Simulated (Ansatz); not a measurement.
**C₂H₈GeO₃: how energies converge with the basis set**

How large a basis does C₂H₈GeO₃ need? Two functionals are run in growing sets.

Method: one geometry, several basis sets; program: Ansatz 0.2.0, Gaussian basis.

The runs, in order: PBE0-D4/def2-SVP; ωB97M-V/def2-SVP; PBE0-D4/def2-QZVPP; ωB97M-V/def2-QZVPP; the functionals' def2-TZVPP values are taken from earlier runs.

### Step 1. The geometry

An earlier PBE0-D4 in a triple-zeta def2 set relaxation fixed the geometry.

SMILES `C[CH2][Ge]([OH])([OH])[OH]`, 14 atoms, charge 0, spin multiplicity 1.

Atoms are counted from 1 here; the program's logs count them from 0.

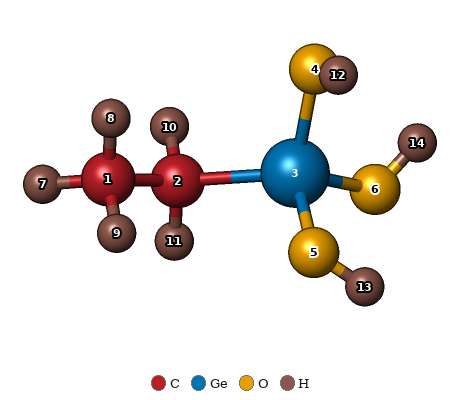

The geometry (carbon red, germanium blue, oxygen amber, hydrogen brown); atoms are numbered from 1 in the order of the file.

### Step 2. PBE0-D4 in def2-SVP

in.yaml

```yaml
crystal:
  periodic: [false, false, false]
  atoms:
    - {symbol: C, position_ang: [0.901279, -1.134470, 1.373763]}
    - {symbol: C, position_ang: [0.677275, -0.987860, -0.126183]}
    - {symbol: Ge, position_ang: [-0.424390, 0.533609, -0.571335]}
    - {symbol: O, position_ang: [-2.087304, 0.313258, 0.008629]}
    - {symbol: O, position_ang: [0.190925, 2.020955, 0.178613]}
    - {symbol: O, position_ang: [-0.493786, 0.812773, -2.321873]}
    - {symbol: H, position_ang: [1.535182, -1.997491, 1.590740]}
    - {symbol: H, position_ang: [-0.042951, -1.275868, 1.904169]}
    - {symbol: H, position_ang: [1.387366, -0.250360, 1.791581]}
    - {symbol: H, position_ang: [0.186893, -1.870218, -0.545511]}
    - {symbol: H, position_ang: [1.621831, -0.864382, -0.662278]}
    - {symbol: H, position_ang: [-2.381432, 1.076849, 0.511795]}
    - {symbol: H, position_ang: [0.318626, 2.710532, -0.477685]}
    - {symbol: H, position_ang: [-1.402313, 0.883471, -2.625624]}
basis:
  gaussian: {orbitals: def2-SVP}
hamiltonian: {xc: pbe0, dispersion: d4}
output: {orbitals: {seedname: orbitals}}
```

Started as:

```
ansatz run in.yaml --threads 4 --pin off --events-out ev --progress --plain --max-ram 11315MiB
```

Log:

```text
Functional definition: PBE0
  name "PBE0"
  cite "Adamo & Barone, J. Chem. Phys. 110, 6158 (1999) doi:10.1063/1.478522"
  cite "Perdew, Burke & Ernzerhof, Phys. Rev. Lett. 77, 3865 (1996) doi:10.1103/PhysRevLett.77.3865"
  parent pbe
  parameter a = 0.25
  parameter kappa = 0.804
  parameter beta = 0.06672455060314922
  exchange = (1 - a)*pbe_x(kappa = kappa, mu = beta*pi^2/3) + a*exact_x
  correlation = pbe_c(beta = beta)
1599 factors; their error is unknown
mean field evaluation 1: about -64822.2873 eV, gradient 8.7e1 eV
mean field evaluation 2: about -64810.7908 eV, gradient 1.2e2 eV
mean field evaluation 4: about -64836.3302 eV, gradient 3.3e0 eV
mean field evaluation 8: about -64836.3577 eV, gradient 4.8e-2 eV
mean field evaluation 16: about -64836.5044 eV, gradient 7.6e-5 eV
mean field -64836.50439401 eV, -2382.6975887189 hartree, gradient 7.6e-5 eV, S^2 0.000000; 0 other end points of the search recorded, 0 dependent functions left out
reference -64836.50442246 eV, -2382.6975897642 hartree; 38, 38 occupied and 104, 104 virtual orbitals, 1599 factors
Total energy: -64836.75485523 eV, -2382.7067929990 hartree
```

Wall time 2.2 s (4 threads of Arm Neoverse V2, shared host).

### Step 3. ωB97M-V in def2-SVP

Changes to in.yaml since step 2:

```diff
@@ -19,3 +19,3 @@
   gaussian: {orbitals: def2-SVP}
-hamiltonian: {xc: pbe0, dispersion: d4}
+hamiltonian: {xc: {name: wB97M-V}}
 output: {orbitals: {seedname: orbitals}}
```

The command is unchanged.

Log, shortened:

```text
Functional definition: wB97M-V
  name "wB97M-V"
  cite "Mardirossian & Head-Gordon, J. Chem. Phys. 144, 214110 (2016) doi:10.1063/1.4952647"
  cite "Becke, J. Chem. Phys. 107, 8554 (1997) doi:10.1063/1.475007"
  cite "Vydrov & Van Voorhis, J. Chem. Phys. 133, 244103 (2010) doi:10.1063/1.3521275"
  # Of w^i u^j: cxij and so on, Table III.
[...]
  gx(w, u) = 1 - cx + cx01*u + cx10*w
  gss(w, u) = css00 + css04*u^4 + css10*w + css20*w^2 + css43*w^4*u^3
  gos(w, u) = cos00 + cos10*w + (cos20 + cos21*u)*w^2 + (cos60 + cos61*u)*w^6
[...]
      + integral(e_c_pw_mod_opposite_spin*gos(b97_w_opposite, b97_u_opposite)) + vv10(b, c)
1587 factors; their error is unknown
365 factors; integrals over basis functions are off by at most 7.5e-6 eV
[...]
mean field -64846.36632318 eV, -2383.0600079311 hartree, gradient 2.2e-5 eV, S^2 0.000000; 0 other end points of the search recorded, 0 dependent functions left out
reference -64846.36636863 eV, -2383.0600096015 hartree; 38, 38 occupied and 104, 104 virtual orbitals, 1587 factors
Total energy: -64846.36636863 eV, -2383.0600096015 hartree
```

It took 8 s on 4 threads of Arm Neoverse V2, shared host.

### Step 4. PBE0-D4 in def2-QZVPP

Changes to in.yaml since step 3:

```diff
@@ -18,4 +18,4 @@
 basis:
-  gaussian: {orbitals: def2-SVP}
-hamiltonian: {xc: {name: wB97M-V}}
+  gaussian: {orbitals: "def2-QZVPP.json"}
+hamiltonian: {xc: pbe0, dispersion: d4}
 output: {orbitals: {seedname: orbitals}}
```

The command is unchanged.

Log:

```text
Functional definition: PBE0
  name "PBE0"
  cite "Adamo & Barone, J. Chem. Phys. 110, 6158 (1999) doi:10.1063/1.478522"
  cite "Perdew, Burke & Ernzerhof, Phys. Rev. Lett. 77, 3865 (1996) doi:10.1103/PhysRevLett.77.3865"
  parent pbe
  parameter a = 0.25
  parameter kappa = 0.804
  parameter beta = 0.06672455060314922
  exchange = (1 - a)*pbe_x(kappa = kappa, mu = beta*pi^2/3) + a*exact_x
  correlation = pbe_c(beta = beta)
1944 factors; their error is unknown
mean field evaluation 1: about -64837.1962 eV, gradient 1.0e2 eV
mean field evaluation 2: about -64817.4012 eV, gradient 1.5e2 eV
mean field evaluation 4: about -64855.4841 eV, gradient 6.1e0 eV
mean field evaluation 8: about -64855.5651 eV, gradient 2.6e-1 eV
mean field evaluation 16: about -64855.7062 eV, gradient 3.4e-4 eV
mean field -64855.70622185 eV, -2383.4032428764 hartree, gradient 9.8e-6 eV, S^2 0.000000; 0 other end points of the search recorded, 0 dependent functions left out
reference -64855.70626343 eV, -2383.4032444044 hartree; 38, 38 occupied and 576, 576 virtual orbitals, 1944 factors
Total energy: -64855.95669621 eV, -2383.4124476392 hartree
```

It took 22 s on 4 threads of Arm Neoverse V2, shared host; peak memory 2.8 GiB.

### Step 5. ωB97M-V in def2-QZVPP

Changes to in.yaml since step 4:

```diff
@@ -19,3 +19,3 @@
   gaussian: {orbitals: "def2-QZVPP.json"}
-hamiltonian: {xc: pbe0, dispersion: d4}
+hamiltonian: {xc: {name: wB97M-V}}
 output: {orbitals: {seedname: orbitals}}
```

Launched as before.

Log, shortened:

```text
Functional definition: wB97M-V
  name "wB97M-V"
  cite "Mardirossian & Head-Gordon, J. Chem. Phys. 144, 214110 (2016) doi:10.1063/1.4952647"
  cite "Becke, J. Chem. Phys. 107, 8554 (1997) doi:10.1063/1.475007"
  cite "Vydrov & Van Voorhis, J. Chem. Phys. 133, 244103 (2010) doi:10.1063/1.3521275"
  # Of w^i u^j: cxij and so on, Table III.
[...]
  gx(w, u) = 1 - cx + cx01*u + cx10*w
  gss(w, u) = css00 + css04*u^4 + css10*w + css20*w^2 + css43*w^4*u^3
  gos(w, u) = cos00 + cos10*w + (cos20 + cos21*u)*w^2 + (cos60 + cos61*u)*w^6
[...]
      + integral(e_c_pw_mod_opposite_spin*gos(b97_w_opposite, b97_u_opposite)) + vv10(b, c)
1932 factors; their error is unknown
485 factors; integrals over basis functions are off by at most 5.7e-6 eV
[...]
mean field -64865.81745286 eV, -2383.7748237623 hartree, gradient 5.4e-5 eV, S^2 0.000000; 0 other end points of the search recorded, 0 dependent functions left out
reference -64865.81751820 eV, -2383.7748261635 hartree; 38, 38 occupied and 576, 576 virtual orbitals, 1932 factors
Total energy: -64865.81751820 eV, -2383.7748261635 hartree
```

It took 45 s on 4 threads of Arm Neoverse V2, shared host; peak memory 3.3 GiB.

### Step 6. Density functionals: the series

The def2-TZVPP values come from earlier runs at the same geometry.

```csv
functional,basis,functions,energy (eV),from the largest (eV),HOMO (eV),LUMO (eV)
PBE0-D4,def2-SVP,142,-64836.7549,19.202,-8.04,0.78
PBE0-D4,def2-TZVPP,315,-64854.2274,1.729,-8.22,0.25
PBE0-D4,def2-QZVPP,614,-64855.9567,0.000,-8.28,-0.09
ωB97M-V,def2-SVP,142,-64846.3664,19.451,-10.34,2.50
ωB97M-V,def2-TZVPP,315,-64864.1424,1.675,-10.52,1.77
ωB97M-V,def2-QZVPP,614,-64865.8175,0.000,-10.58,1.22
```

### Step 7. Outcome

| quantity | value |
| --- | --- |
| PBE0-D4: double and triple zeta above quadruple | 19.20, 1.73 eV |
| ωB97M-V: double and triple zeta above quadruple | 19.45, 1.68 eV |

What this shows: PBE0-D4 gains 17.47 eV from double to triple zeta, then 1.73 eV more. These are total energies; as a rule much of such shifts cancels in differences, which this series doesn't test. The LUMO of ωB97M-V is positive and keeps falling with the basis (2.50 to 1.22 eV): an unbound level that the basis holds in place.

For PBE0-D4 the largest set took about 10 times as long as the smallest (22 s against 2.2 s).
